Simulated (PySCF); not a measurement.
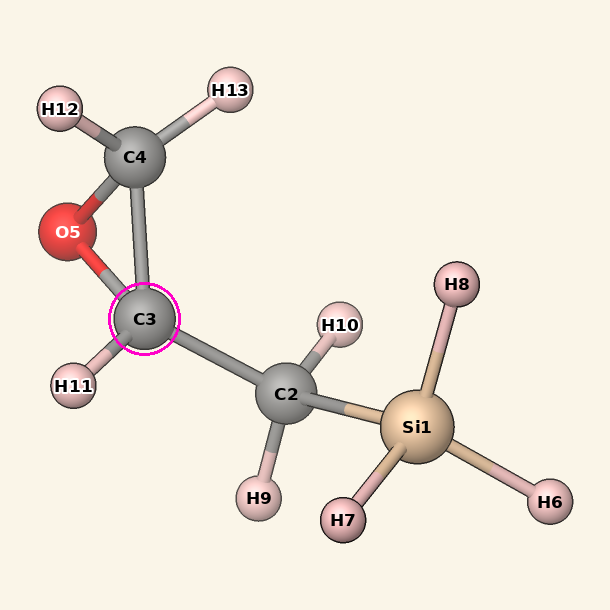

Depth is shown by fading: the farther an atom, the more it takes the colour of the background. Circles mark the stereogenic atoms. Computed geometry: GFN2-xTB optimisation. No frequency run is at hand to confirm it as a minimum.

Q: Give the R/S and E/Z labels.

A: C3: R (priorities O5 > C2 > C4 > H11).

Q: Write the isomeric SMILES.

A: [SiH3]C[C@H]1CO1
